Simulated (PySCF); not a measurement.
# C6H8FN, SMILES `C=C(C)CC(F)C#N`: electronic structure

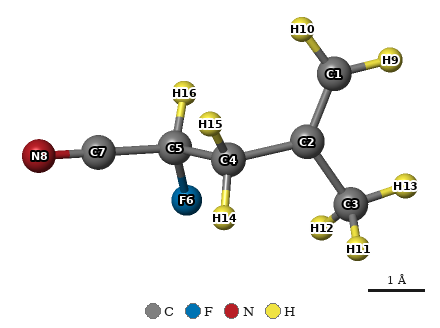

The molecule, with its atoms numbered as below. No frequency check shows the geometry to be a minimum.

Geometry (Å), atoms numbered from 1:

```
C1       2.1324    1.3253   -0.5188
C2       1.5656    0.3325    0.1477
C3       2.2520   -0.9660    0.4287
C4       0.1459    0.4415    0.6473
C5      -0.8512   -0.0744   -0.4043
F6      -0.7369   -1.4423   -0.5484
C7      -2.2096    0.2583   -0.0101
N8      -3.2657    0.5385    0.3214
H9       3.1378    1.2530   -0.8953
H10      1.6186    2.2531   -0.7089
H11      2.3543   -1.1101    1.5043
H12      1.6653   -1.7964    0.0388
H13      3.2400   -0.9900   -0.0220
H14      0.0141   -0.1453    1.5588
H15     -0.1066    1.4824    0.8588
H16     -0.6418    0.3617   -1.3926
```

## 1. Bonding charge

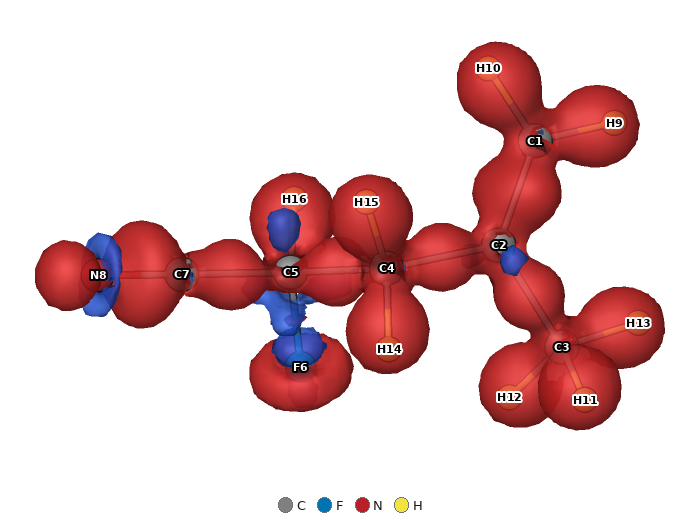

Deformation density (molecule less spherical, spin-averaged free atoms at the same positions), surfaces at ±0.15 e/Å³; red: gain, blue: loss.

Computed with PySCF, ωB97X/6-311G**, geometry: GFN2-xTB.

**Describe the bonding that the map shows.**

The five largest and four smallest: C7–N8: +0.96 e/Å³ at the bond critical point (bond length 1.14 Å, Mayer order 3.2). C5–H16: +0.81 e/Å³ at the bond critical point (bond length 1.10 Å, Mayer order 0.9). C1–H9: +0.74 e/Å³ at the bond critical point (bond length 1.08 Å, Mayer order 1.0). C1–H10: +0.73 e/Å³ at the bond critical point (bond length 1.08 Å, Mayer order 1.0). C4–H14: +0.73 e/Å³ at the bond critical point (bond length 1.09 Å, Mayer order 1.0). C2–C4: +0.51 e/Å³ at the bond critical point (bond length 1.51 Å, Mayer order 1.0). C2–C3: +0.50 e/Å³ at the bond critical point (bond length 1.50 Å, Mayer order 1.0). C4–C5: +0.48 e/Å³ at the bond critical point (bond length 1.54 Å, Mayer order 1.0). C5–F6: −0.07 e/Å³ at the bond critical point (bond length 1.38 Å, Mayer order 0.9); up to 0.6 Å beside the axis the gain reaches +0.20 e/Å³. In all, 3.8 electrons gather in the regions of gain relative to the promolecule. A small or negative value marks a very polar bond, one between electron-rich atoms, whose free-atom densities already overlap strongly, a long bond to a heavier atom, or a closed-shell contact such as a hydrogen bond.

## 2. Electrostatic potential

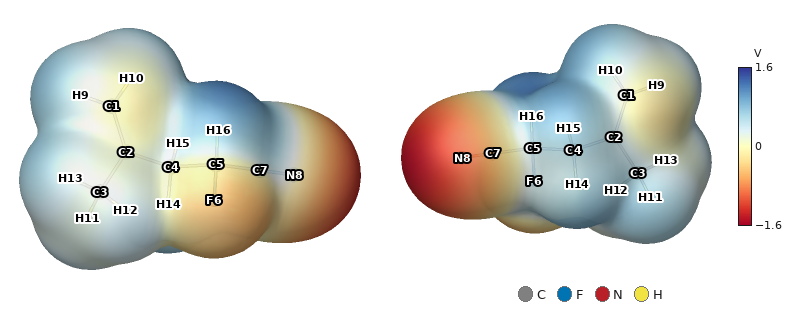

Electrostatic potential on the surface of electron density 0.001 a.u. (back view left, front view right).

**Where are the extremes of the potential on the surface?**

Highest: 1.24 V, 1.5 Å from H16. Further maxima include 0.88 V, 1.4 Å from H14; 0.78 V, 1.3 Å from H9. Lowest: −1.51 V, 1.9 Å from N8. Further minima include −0.62 V, 1.6 Å from F6; −0.30 V, over C1, off the plane of its three bonds (2.1 Å). The surface is sampled at points, so like sites can differ by a few per cent and only the strongest of them is named.

**What volume does the surface enclose, and what is the dipole moment?**

About 157 Å³; the dipole moment is 3.4 D.

## 3. Removing or adding an electron

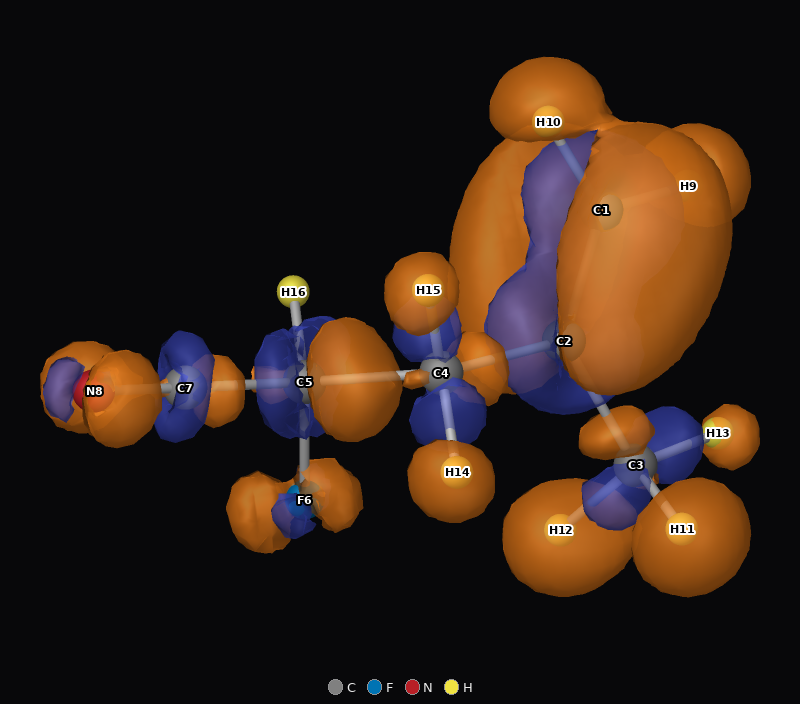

Fukui function f⁻ = ρ(N) − ρ(N−1) at fixed geometry, surfaces at ±0.02 e/Å³ (orange positive, blue negative).

Computed with PySCF, r2SCAN/6-31+G*, geometry: GFN2-xTB.

**Which atoms respond most to the removal of an electron?**

f⁻ (Hirshfeld-condensed) is largest on C1 (0.23) and C2 (0.15); the vertical ionisation energy is 9.57 eV (the stability of the cation's solution wasn't checked). Condensed values hint at sites of electrophilic attack but needn't mark the atom that reacts. Orbital relaxation makes it negative in places (0.23 e in all).

| atom | f⁻ | charge |
| --- | --- | --- |
| C1 | +0.23 | −0.11 |
| C2 | +0.15 | 0.00 |
| C3 | +0.05 | −0.09 |
| C4 | +0.03 | −0.05 |
| C5 | +0.03 | +0.10 |
| F6 | +0.04 | −0.10 |
| C7 | +0.03 | +0.07 |
| N8 | +0.10 | −0.21 |
| H9 | +0.07 | +0.05 |
| H10 | +0.07 | +0.04 |
| H11 | +0.06 | +0.04 |
| H12 | +0.05 | +0.04 |
| H13 | +0.03 | +0.04 |
| H14 | +0.04 | +0.06 |
| H15 | +0.03 | +0.06 |
| H16 | +0.02 | +0.07 |

## 4. Localised orbitals

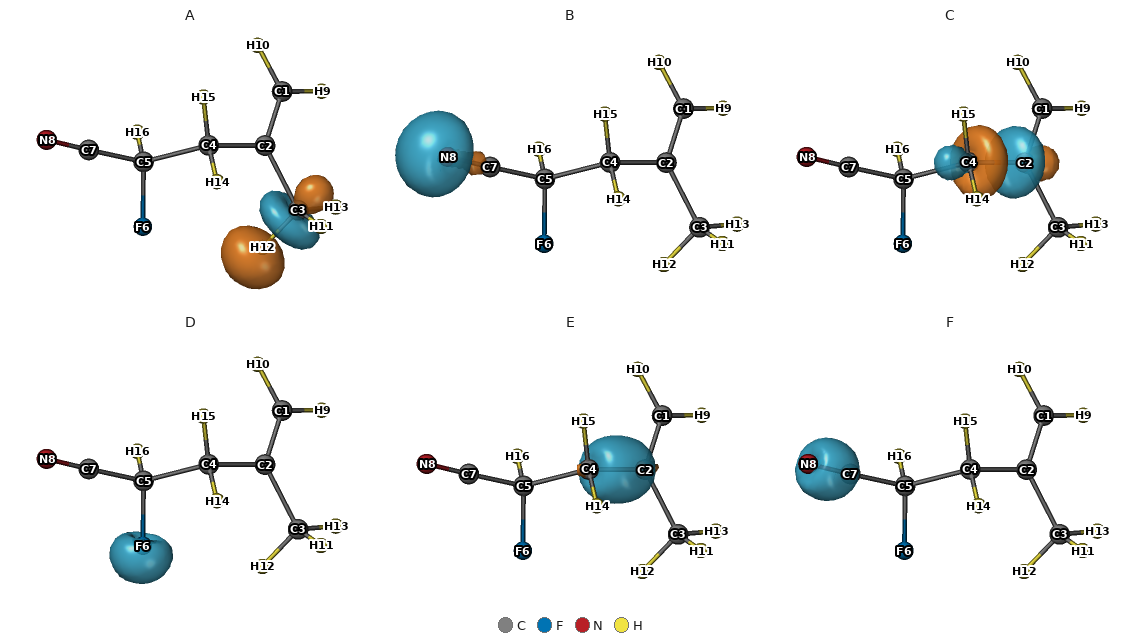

Intrinsic bond orbitals (IBO), occupied and valence-virtual; each surface holds about 70 % of the orbital's density. Energies are diagonal elements of the Fock matrix.

Computed with PySCF, TPSS/def2-SVP, geometry: GFN2-xTB.

**Identify each orbital.**

By panel:
- A: σ* orbital H12–C3 (H12 57 %, C3 42 %; 8.8 eV)
- B: lone pair on N8 (sp1-type) (N8 99 %; −9.6 eV)
- C: σ* orbital C2–C4 (C2 50 %, C4 48 %; 9.7 eV)
- D: lone pair on F6 (sp0.4-type) (F6 100 %; −22.1 eV)
- E: σ bond C4–C2 (C4 50 %, C2 48 %; −13.8 eV)
- F: σ bond N8–C7 (N8 55 %, C7 45 %; −22.1 eV)

The PySCF runs shown took 64 s, 9.1 min and 97 s on 1 thread of Intel(R) Xeon(R) Processor @ 2.50GHz (Skylake/Cascade Lake), on a shared host.
